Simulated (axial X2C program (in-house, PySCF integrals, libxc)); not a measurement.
# TeZr: from the state search to constants

Aim: find the lowest determinant of TeZr, scan the bond at several levels and fit the constants, once spin-free and once with spin–orbit coupling.

Method: all-electron X2C, Te dyall-cv3z, Zr dyall-cv3z; program: an in-house X2C program for linear molecules on PySCF integrals.

All values are calculated.

## Step 1: Input

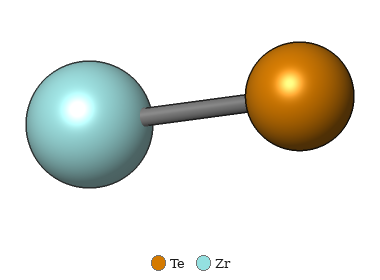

The two atoms at 2.550 Å (tellurium orange, zirconium light teal).

File task.json:

```json
{
 "zs": [
  52,
  40
 ],
 "q": 0,
 "bas": [
  "dyall-cv3z",
  "dyall-cv3z"
 ],
 "levels": [
  "PBE0",
  "HF",
  "r2SCAN0"
 ],
 "cc": true,
 "r0": 2.55,
 "thr": -1.0,
 "nmax": 90,
 "npts": 10,
 "nst": 2,
 "ntry": 6
}
```

Keys: zs atomic numbers; q charge; bas basis sets; levels methods (HF also brings MP2); cc coupled cluster on or off; r0 starting distance in Å; thr threshold in hartree for freezing inner shells (an s shell follows its p shell); nmax most natural virtual spinors; npts points asked for on the curve; nst determinants followed; ntry starts of the search.

Started as:

```
$ python so2c.py task.json out
```

Spin-free means the one-electron spin-free X2C Hamiltonian; two-component (2c) means X2C with spin–orbit coupling and atomic mean-field two-electron Coulomb and Gaunt terms. Basis: Te dyall-cv3z contracted to [11s12p8d4f1g], Zr dyall-cv3z contracted to [11s12p9d6f3g]; Gaussian nuclei, density fitting. Masses: Te 129.906 u, Zr 89.905 u.

Notation: σ, π±, δ± give the projection m of an orbital's angular momentum (0, ±1, ±2), α and β its spin, Λ and M_S the sums; ω is the projection of a spinor's total angular momentum and Ω the sum. Logs are in hartree.

The results follow Hamiltonian by Hamiltonian and level by level.

## Step 2: State search with PBE0

Determinants are compared with PBE0 at 2.550 Å.

Spin-free determinants:

| ΔE (eV) | state | open shells |
| --- | --- | --- |
| 0.00 | M_S = 1, Λ = 2 | beyond closed shells: σα, δ+α |
| 0.44 | M_S = 0, Λ = 0 | closed shell |
| 0.61 | M_S = 0, Λ = 2 | beyond closed shells: σα, δ+β |
| 0.80 | M_S = 1, Λ = 1 | beyond closed shells: σα, π+α |
| 0.81 | M_S = 1, Λ = 0 | beyond closed shells: δ+α, δ-α |
| 1.13 | M_S = 1, Λ = 3 | beyond closed shells: π+α, δ+α |
| 1.21 | M_S = 1, Λ = 1 | beyond closed shells: π-α, δ+α |

Two-component determinants:

```tsv
ΔE (eV)	state	open shells
0.00	Ω = 1	excess of +ω over −ω: ω = -1/2, ω = 3/2
0.08	Ω = 3	excess of +ω over −ω: ω = 1/2, ω = 5/2
0.48	Ω = 0	closed shell
0.60	Ω = 2	excess of +ω over −ω: ω = 1/2, ω = 3/2
0.69	Ω = 2	excess of +ω over −ω: ω = -1/2, ω = 5/2
0.85	Ω = 1	excess of +ω over −ω: ω = -3/2, ω = 5/2
1.06	Ω = 1	excess of +ω over −ω: 2 × ω = 1/2
```

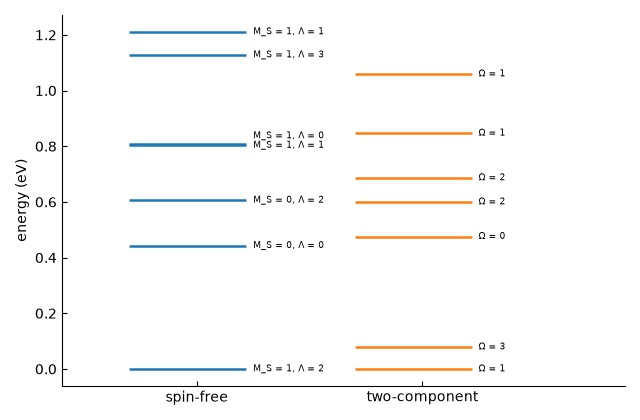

The determinants found, each set from its own lowest.

## Step 3: PBE0, spin-free

State followed: M_S = 1, Λ = 2 (beyond closed shells: σα, δ+α). The scan is laid around 2.545 Å, a first estimate of the minimum, and this SCF restarts from the orbitals of the search.

The SCF at the reference distance of 2.545 Å:

```text
spin-free X2C-1e  PBE0
basis functions 285  fitting functions 1365  grid points 5803
iter        total energy     max residual
   1     -10391.457062779     1.28e+00
   2     -10391.556485834     3.13e-03
   3     -10391.556530533     2.57e-03
   4     -10391.556538288     1.57e-03
   5     -10391.556539635     2.57e-04
   6     -10391.556539854     1.76e-04
   7     -10391.556539896     3.34e-05
   8     -10391.556539904     1.78e-05
converged
one-electron -15156.29477056  Coulomb 4624.44920679  exact exchange -71.96252183  xc functional -220.23906284  nuclear repulsion 432.49060853
```

Along the bond, energies from the lowest point:

```csv
R (Å),E (eV),μ (D),HOMO (eV),LUMO (eV),iterations
2.392,0.1992,5.34,-4.98,-2.36,40
2.469,0.0371,5.63,-5.11,-2.47,37
2.545,0.0000,5.92,-5.23,-2.58,8
2.634,0.0742,6.23,-5.37,-2.70,36
2.723,0.2385,6.53,-5.49,-2.80,35
2.838,0.5353,6.84,-5.57,-2.91,34
```

Dipoles are positive if Zr is the positive end.

Outer orbitals at the reference distance:

```csv
symmetry,occupied,ε (eV),atomic character
π+α,yes,-35.13,100% Zr p
σα,yes,-34.82,97% Zr p
π-α,yes,-34.61,100% Zr p
σβ,yes,-33.91,97% Zr p
π-β,yes,-33.54,100% Zr p
π+β,yes,-33.54,100% Zr p
σβ,yes,-15.46,"68% Te s, 10% Zr p, 10% Zr d"
σα,yes,-15.24,"67% Te s, 11% Zr d, 10% Zr p"
σα,yes,-6.85,"63% Te p, 19% Zr d, 11% Zr s"
σβ,yes,-6.72,"69% Te p, 15% Zr d, 10% Zr s"
π-β,yes,-6.10,"65% Te p, 22% Zr d, 5% Zr f"
π+β,yes,-6.10,"65% Te p, 22% Zr d, 5% Zr f"
π+α,yes,-6.09,"55% Te p, 33% Zr d, 5% Zr p"
π-α,yes,-6.06,"56% Te p, 32% Zr d, 5% Zr p"
σα,yes,-5.38,"55% Zr s, 37% Zr d, 4% Zr p"
δ+α,yes,-5.23,99% Zr d
δ-α,no,-2.58,99% Zr d
σβ,no,-2.39,"67% Zr s, 19% Zr p, 10% Zr d"
π+α,no,-2.34,"53% Zr d, 31% Zr p, 12% Te p"
π-α,no,-2.25,"54% Zr d, 30% Zr p, 11% Te p"
```

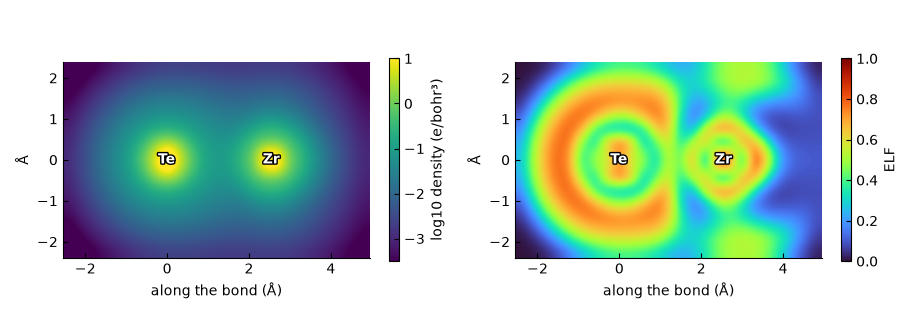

PBE0 fields in a plane through the axis, from a grid of 0.3 Å; Te lies at z = 0 and Zr at z = 2.545 Å; the ELF is damped to zero where the density is low.

Re = 2.533 Å, ωe = 293.6 cm⁻¹, ωexe = 0.516 cm⁻¹, Be = 0.04944 cm⁻¹, De = 4.27 eV, μ = 5.87 D.

## Step 4: HF, spin-free

Output at 2.545 Å:

```text
spin-free X2C-1e  HF
basis functions 285  fitting functions 1365  grid points 5803
iter        total energy     max residual
   1     -10387.205042553     4.01e-01
   2     -10387.242040162     1.77e-02
   3     -10387.245607291     6.73e-02
   4     -10387.247564882     7.87e-03
   5     -10387.247831427     5.03e-03
   6     -10387.247959686     4.21e-03
   7     -10387.248015624     8.70e-04
   8     -10387.248057872     1.40e-03
   9     -10387.248071580     1.09e-03
  10     -10387.248076753     2.67e-04
  11     -10387.248079114     2.95e-04
  12     -10387.248080419     3.04e-04
  13     -10387.248081042     1.06e-04
  14     -10387.248081380     6.03e-05
  15     -10387.248081531     8.41e-05
  16     -10387.248081585     3.56e-05
  17     -10387.248081610     1.58e-05
  18     -10387.248081630     3.34e-05
  19     -10387.248081646     3.06e-05
  20     -10387.248081654     1.07e-05
  21     -10387.248081657     4.61e-06
  22     -10387.248081657     3.71e-06
  23     -10387.248081657     1.31e-06
converged
one-electron -15154.13106113  Coulomb 4622.35057929  exact exchange -287.95820835  xc functional 0.00000000  nuclear repulsion 432.49060853
```

No constants are quoted: the solution changes its character somewhere along the scan, so the fit is set aside.

## Step 5: r2SCAN0, spin-free

Output at 2.545 Å:

```text
spin-free X2C-1e  r2SCAN0
basis functions 285  fitting functions 1365  grid points 5803
iter        total energy     max residual
   1     -10392.170527697     1.30e-01
   2     -10392.173532245     7.64e-03
   3     -10392.174226975     2.25e-02
   4     -10392.174349198     1.12e-03
   5     -10392.174365214     3.10e-03
   6     -10392.174371444     2.48e-04
   7     -10392.174372999     7.34e-04
   8     -10392.174373318     5.12e-05
   9     -10392.174373378     3.16e-05
  10     -10392.174373383     1.11e-05
converged
one-electron -15156.18512620  Coulomb 4624.36767390  exact exchange -71.97289330  xc functional -220.87463631  nuclear repulsion 432.49060853
```

Re = 2.533 Å, ωe = 296.2 cm⁻¹, ωexe = 0.523 cm⁻¹, Be = 0.04947 cm⁻¹, De = 3.94 eV, μ = 6.43 D.

## Step 6: MP2 and beyond, spin-free

Correlated methods: 10 electrons correlated (frozen shells, counted by type: Te 4 s, 3 p, 2 d; Zr 4 s, 3 p, 1 d), 358 virtual spinors in MP2, 90 natural virtuals in coupled cluster.

Output of the correlated part at 2.545 Å:

```text
correlated 10  virtual 358  natural virtual 90  E(MP2) -0.200624051  MP2 remainder -0.008305950
iter   CCSD correlation   residual
   1     -0.193941118   1.81e-01
   2     -0.201669004   1.04e-01
   3     -0.205425403   4.07e-02
   4     -0.206008164   1.82e-02
   5     -0.206286672   8.16e-03
   6     -0.206360650   3.64e-03
   7     -0.206382652   1.94e-03
   8     -0.206406821   9.57e-04
   9     -0.206405230   5.22e-04
  10     -0.206410053   2.51e-04
  11     -0.206406333   1.19e-04
  12     -0.206406847   5.75e-05
  13     -0.206406465   2.75e-05
  14     -0.206406196   1.34e-05
  15     -0.206406163   7.00e-06
  16     -0.206406055   4.09e-06
  17     -0.206405994   2.12e-06
  18     -0.206405966   1.31e-06
  19     -0.206405934   7.37e-07
  20     -0.206405941   3.78e-07
(T) -0.016378283  T1 0.0621  D1 0.0956  max T2 0.056
```

T1 in the output is the amplitude norm over the root of the electron number; divide by √2 for the Lee–Taylor value.

MP2: No constants are quoted: the reference changes its character somewhere along the scan, so the fit is set aside.

CCSD: No constants are quoted: the reference changes its character somewhere along the scan, so the fit is set aside.

CCSD(T): No constants are quoted: the reference changes its character somewhere along the scan, so the fit is set aside.

## Step 7: A higher determinant, spin-free

State: M_S = 0, Λ = 0 (closed shell).

Output at the reference distance:

```text
spin-free X2C-1e  PBE0
basis functions 285  fitting functions 1365  grid points 5803
iter        total energy     max residual
   1     -10391.438760578     1.25e+00
   2     -10391.540347420     3.11e-03
   3     -10391.540397722     2.77e-03
   4     -10391.540410116     1.73e-03
   5     -10391.540412483     2.79e-04
   6     -10391.540412733     1.39e-04
   7     -10391.540412786     3.72e-05
   8     -10391.540412791     8.35e-06
converged
one-electron -15153.11617501  Coulomb 4621.16602447  exact exchange -71.92681308  xc functional -220.15405771  nuclear repulsion 432.49060853
```

```csv
R (Å),E above the lowest PBE0 point (eV)
2.392,0.505
2.469,0.411
2.545,0.439
2.634,0.585
2.723,0.818
2.838,1.199
```

Re = 2.486 Å, ωe = 316 cm⁻¹, ωexe = 0.473 cm⁻¹, Be = 0.05132 cm⁻¹, μ = 3.96 D. Te = 0.41 eV.

## Step 8: The spin-free curves together

Energy (eV) of the followed determinant, spin-free, from each level's lowest point:

```csv
R (Å),PBE0,HF (jumps),MP2 (its reference jumps),CCSD (its reference jumps),CCSD(T) (its reference jumps),r2SCAN0
2.392,0.199,0.345,0.262,0.293,0.313,0.200
2.469,0.037,0.103,0.061,0.079,0.089,0.037
2.545,0.000,0.000,0.000,0.000,0.000,0.000
2.634,0.074,0.012,0.071,0.038,0.029,0.076
2.723,0.239,0.119,0.319,0.183,0.176,0.244
2.838,0.535,0.298,0.970,0.509,0.527,0.546
```

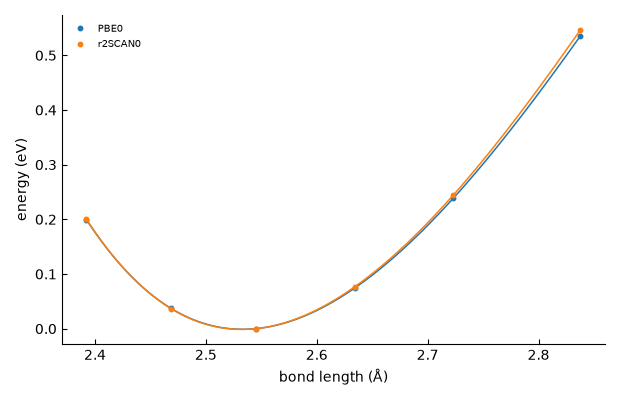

Curves of the followed state, spin-free, each from its own lowest point. Left out: HF, MP2, CCSD, CCSD(T).

## Step 9: PBE0, 2c

State followed: Ω = 1 (excess of +ω over −ω: ω = -1/2, ω = 3/2). The scan is laid around 2.545 Å, a first estimate of the minimum, and this SCF restarts from the orbitals of the search.

Output at 2.545 Å:

```text
two-component X2C + atomic mean field  PBE0
basis functions 285  fitting functions 1365  grid points 5803
iter        total energy     max residual
   1     -10387.220083247     1.28e+00
   2     -10387.322815681     3.13e-03
   3     -10387.322859613     2.53e-03
   4     -10387.322866811     1.54e-03
   5     -10387.322868143     2.70e-04
   6     -10387.322868362     1.68e-04
   7     -10387.322868406     3.69e-05
   8     -10387.322868414     1.86e-05
converged
one-electron -15144.32365154  Coulomb 4622.19720077  exact exchange -71.92252398  xc functional -220.12234369  nuclear repulsion 432.49060853  atomic mean-field constant -5.64215850
```

Along the bond, energies from the lowest point:

```csv
R (Å),E (eV),μ (D),HOMO (eV),LUMO (eV),iterations
2.392,0.2058,5.29,-5.01,-2.32,40
2.469,0.0406,5.57,-5.13,-2.42,38
2.545,0.0000,5.84,-5.26,-2.53,8
2.634,0.0694,6.15,-5.39,-2.64,37
2.723,0.2282,6.43,-5.50,-2.74,37
2.838,0.5169,6.71,-5.41,-2.85,37
```

Dipoles are positive if Zr is the positive end.

Outer spinors at the reference distance:

```
   ω  occupied  ε (eV)              atomic character     λ mixture
-1/2       yes  -35.31                      98% Zr p  69% σ, 31% π
-3/2       yes  -33.98                     100% Zr p        100% π
 1/2       yes  -33.52                      98% Zr p  86% σ, 14% π
-1/2       yes  -33.51                      99% Zr p  69% π, 31% σ
 3/2       yes  -32.89                     100% Zr p        100% π
 1/2       yes  -15.46  68% Te s, 10% Zr p, 10% Zr d        100% σ
-1/2       yes  -15.24  67% Te s, 11% Zr d, 10% Zr p        100% σ
-1/2       yes   -6.98   65% Te p, 18% Zr d, 9% Zr s  84% σ, 16% π
 1/2       yes   -6.87   69% Te p, 15% Zr d, 8% Zr s  81% σ, 19% π
-1/2       yes   -6.21   64% Te p, 22% Zr d, 5% Zr f  84% π, 16% σ
 1/2       yes   -6.16   57% Te p, 29% Zr d, 5% Zr p  81% π, 19% σ
 3/2       yes   -5.88   63% Te p, 24% Zr d, 5% Zr f        100% π
-3/2       yes   -5.88   53% Te p, 35% Zr d, 5% Zr p        100% π
-1/2       yes   -5.36   55% Zr s, 36% Zr d, 4% Zr p        100% σ
 3/2       yes   -5.26                      99% Zr d        100% δ
-5/2        no   -2.53                      99% Zr d        100% δ
 1/2        no   -2.39  54% Zr s, 21% Zr d, 19% Zr p  79% σ, 21% π
 1/2        no   -2.35  44% Zr d, 30% Zr p, 13% Zr s  79% π, 21% σ
-3/2        no   -2.20  51% Zr d, 32% Zr p, 12% Te p        100% π
```

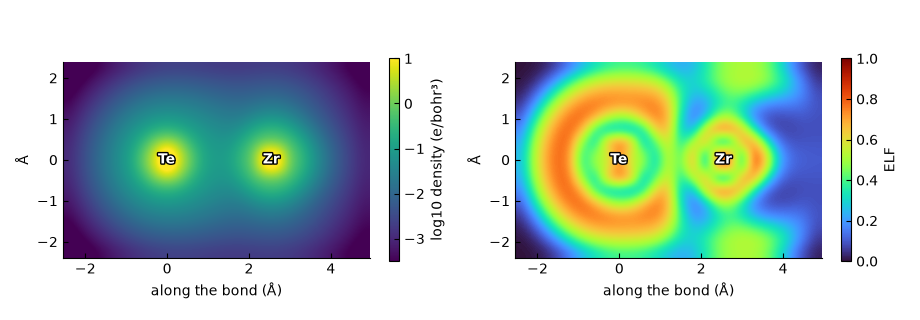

PBE0 fields in a plane through the axis, from a grid of 0.3 Å; Te lies at z = 0 and Zr at z = 2.545 Å; the ELF is damped to zero where the density is low.

Re = 2.536 Å, ωe = 291.2 cm⁻¹, ωexe = 0.53 cm⁻¹, Be = 0.04932 cm⁻¹, De = 4.06 eV, μ = 5.81 D.

## Step 10: HF, 2c

The SCF at the reference distance of 2.545 Å:

```text
two-component X2C + atomic mean field  HF
basis functions 285  fitting functions 1365  grid points 5803
iter        total energy     max residual
   1     -10382.968096677     4.00e-01
   2     -10383.004985105     1.75e-02
   3     -10383.008492629     6.67e-02
   4     -10383.010434203     8.16e-03
   5     -10383.010706425     5.04e-03
   6     -10383.010842579     4.45e-03
   7     -10383.010903639     1.08e-03
   8     -10383.010951392     1.44e-03
   9     -10383.010969168     1.25e-03
  10     -10383.010977421     3.33e-04
  11     -10383.010982206     3.79e-04
  12     -10383.010985480     4.93e-04
  13     -10383.010987324     2.43e-04
  14     -10383.010988343     7.89e-05
  15     -10383.010988819     1.31e-04
  16     -10383.010989019     7.92e-05
  17     -10383.010989129     2.91e-05
  18     -10383.010989210     5.10e-05
  19     -10383.010989258     4.81e-05
  20     -10383.010989275     1.67e-05
  21     -10383.010989279     3.63e-06
  22     -10383.010989280     4.68e-06
  23     -10383.010989280     2.02e-06
converged
one-electron -15142.14113901  Coulomb 4620.07921682  exact exchange -287.79751711  xc functional 0.00000000  nuclear repulsion 432.49060853  atomic mean-field constant -5.64215850
```

No constants are quoted: the solution changes its character somewhere along the scan, so the fit is set aside.

## Step 11: r2SCAN0, 2c

The SCF at the reference distance of 2.545 Å:

```text
two-component X2C + atomic mean field  r2SCAN0
basis functions 285  fitting functions 1365  grid points 5803
iter        total energy     max residual
   1     -10387.929990473     1.29e-01
   2     -10387.933048288     6.73e-03
   3     -10387.933744321     2.21e-02
   4     -10387.933866557     1.14e-03
   5     -10387.933883118     3.13e-03
   6     -10387.933889536     2.82e-04
   7     -10387.933891105     7.20e-04
   8     -10387.933891429     5.35e-05
   9     -10387.933891492     3.37e-05
  10     -10387.933891498     1.09e-05
converged
one-electron -15144.20534828  Coulomb 4622.10676337  exact exchange -71.93281599  xc functional -220.75094062  nuclear repulsion 432.49060853  atomic mean-field constant -5.64215850
```

Re = 2.535 Å, ωe = 294.1 cm⁻¹, ωexe = 0.533 cm⁻¹, Be = 0.04937 cm⁻¹, De = 3.87 eV, μ = 6.37 D.

## Step 12: MP2 and beyond, 2c

Correlated methods: 10 electrons correlated (frozen shells, counted by type: Te 4 s, 3 p, 2 d; Zr 4 s, 3 p, 1 d), 358 virtual spinors in MP2, 90 natural virtuals in coupled cluster.

Output of the correlated part at 2.545 Å:

```text
correlated 10  virtual 358  natural virtual 90  E(MP2) -0.199982635  MP2 remainder -0.008365686
iter   CCSD correlation   residual
   1     -0.193490371   1.79e-01
   2     -0.201131601   1.02e-01
   3     -0.204874319   4.06e-02
   4     -0.205453303   1.82e-02
   5     -0.205730550   8.26e-03
   6     -0.205803930   3.74e-03
   7     -0.205823753   1.99e-03
   8     -0.205847186   9.87e-04
   9     -0.205843381   5.39e-04
  10     -0.205848117   2.58e-04
  11     -0.205844038   1.26e-04
  12     -0.205844482   6.35e-05
  13     -0.205844043   3.39e-05
  14     -0.205843728   1.97e-05
  15     -0.205843692   1.22e-05
  16     -0.205843550   7.95e-06
  17     -0.205843480   4.68e-06
  18     -0.205843476   2.99e-06
(T) -0.016139874  T1 0.0621  D1 0.0966  max T2 0.056
```

MP2: No constants are quoted: the reference changes its character somewhere along the scan, so the fit is set aside.

CCSD: No constants are quoted: the reference changes its character somewhere along the scan, so the fit is set aside.

CCSD(T): No constants are quoted: the reference changes its character somewhere along the scan, so the fit is set aside.

## Step 13: A higher determinant, 2c

State: Ω = 3 (excess of +ω over −ω: ω = 1/2, ω = 5/2).

Output at the reference distance:

```text
two-component X2C + atomic mean field  PBE0
basis functions 285  fitting functions 1365  grid points 5803
iter        total energy     max residual
   1     -10387.217187190     1.28e+00
   2     -10387.319919968     3.13e-03
   3     -10387.319964336     2.54e-03
   4     -10387.319971756     1.55e-03
   5     -10387.319973072     2.63e-04
   6     -10387.319973285     1.65e-04
   7     -10387.319973324     3.65e-05
   8     -10387.319973331     1.48e-05
converged
one-electron -15144.26753920  Coulomb 4622.14298020  exact exchange -71.92260083  xc functional -220.12126353  nuclear repulsion 432.49060853  atomic mean-field constant -5.64215850
```

```csv
R (Å),E above the lowest PBE0 point (eV)
2.392,0.284
2.469,0.119
2.545,0.079
2.634,0.148
2.723,0.305
2.838,0.590
```

Re = 2.536 Å, ωe = 290.7 cm⁻¹, ωexe = 0.558 cm⁻¹, Be = 0.04932 cm⁻¹, μ = 5.78 D. Te = 0.08 eV.

## Step 14: The 2c curves together

Energy (eV) of the followed determinant, 2c, from each level's lowest point:

```csv
R (Å),PBE0,HF (jumps),MP2 (its reference jumps),CCSD (its reference jumps),CCSD(T) (its reference jumps),r2SCAN0
2.392,0.206,0.350,0.265,0.299,0.318,0.206
2.469,0.041,0.106,0.062,0.082,0.091,0.040
2.545,0.000,0.000,0.000,0.000,0.000,0.000
2.634,0.069,0.005,0.089,0.035,0.030,0.072
2.723,0.228,0.082,0.629,0.217,0.241,0.235
2.838,0.517,0.162,1.211,0.572,0.620,0.530
```

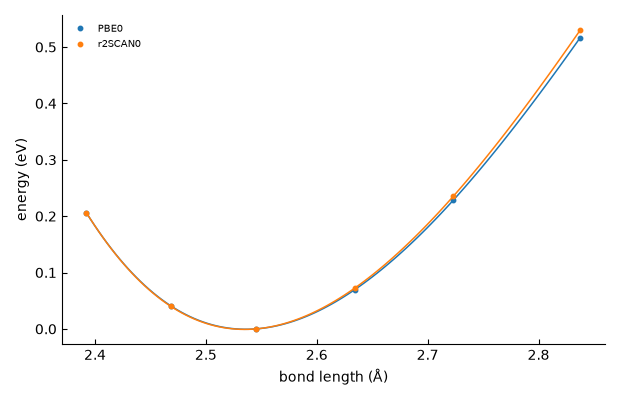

Curves of the followed state, 2c, each from its own lowest point. Left out: HF, MP2, CCSD, CCSD(T).

Time for the job: 3.5 min (1 thread of AMD EPYC 9B45 (Zen 5), shared host); peak memory 0.81 GiB.

## Step 15: Results

Lowest determinant that the search found at its distance, spin-free: M_S = 1, Λ = 2 (beyond closed shells: σα, δ+α).

Lowest determinant that the search found at its distance, 2c: Ω = 1 (excess of +ω over −ω: ω = -1/2, ω = 3/2).

```tsv
Hamiltonian	level	Re (Å)	ωe (cm⁻¹)	De (eV)	μ (D)
spin-free	PBE0	2.533	293.6	4.27	5.87
spin-free	r2SCAN0	2.533	296.2	3.94	6.43
2c	PBE0	2.536	291.2	4.06	5.81
2c	r2SCAN0	2.535	294.1	3.87	6.37
```

Dipoles are positive if Zr is the positive end. No constants: spin-free HF (the solution changes its character somewhere along the scan, so the fit is set aside); spin-free MP2 (the reference changes its character somewhere along the scan, so the fit is set aside); spin-free CCSD (the reference changes its character somewhere along the scan, so the fit is set aside); spin-free CCSD(T) (the reference changes its character somewhere along the scan, so the fit is set aside); 2c HF (the solution changes its character somewhere along the scan, so the fit is set aside); 2c MP2 (the reference changes its character somewhere along the scan, so the fit is set aside); 2c CCSD (the reference changes its character somewhere along the scan, so the fit is set aside); 2c CCSD(T) (the reference changes its character somewhere along the scan, so the fit is set aside).

Time per point (s) on 1 thread of AMD EPYC 9B45 (Zen 5), shared host (2c runs); the times are rough: PBE0 3.1, r2SCAN0 3.9.

**Reading.** At PBE0, going from spin-free to two-component changes Re by +3 mÅ, ωe by -0.8 %; the spin-free picture holds up (part of it comes from the scalar share of the two-electron terms). It costs about 1.6 times the time. De moves by -0.21 eV; both De rest on single-determinant atoms, which can miss part of an open shell's spin–orbit lowering.

De refers to Te + Zr, each in the lowest determinant found, which need not be this curve's own limit. Each curve is one determinant whose occupation by symmetry is held fixed; it was picked as the lowest of a PBE0 search that is not exhaustive. Dissociation energies refer to the lowest single-determinant-based atoms at the same level and basis. Density functionals use the spin component along the axis (collinear). The meta-GGAs lack a current-density term, which matters for open shells with orbital currents, atoms included. With several unpaired electrons one determinant need not be a pure state. The spin-free determinant is spin-contaminated at some levels.
